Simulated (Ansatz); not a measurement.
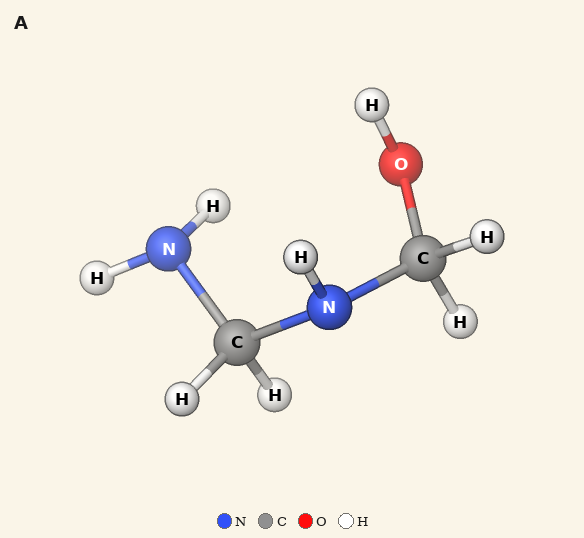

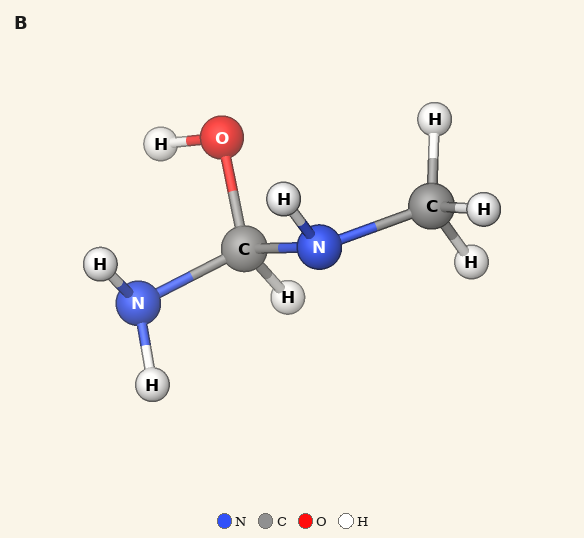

Distant atoms are faded towards the background colour. The geometry was computed by an optimisation with PBE-D4/def2-SVP. No frequency run is at hand to confirm it as a minimum.

**How are A and B related: the same structure turned, mirror images, conformers, diastereomers or constitutional isomers?**

They are constitutional isomers of C2H8N2O: A is NCNCO, B is CN[C@@H](N)O
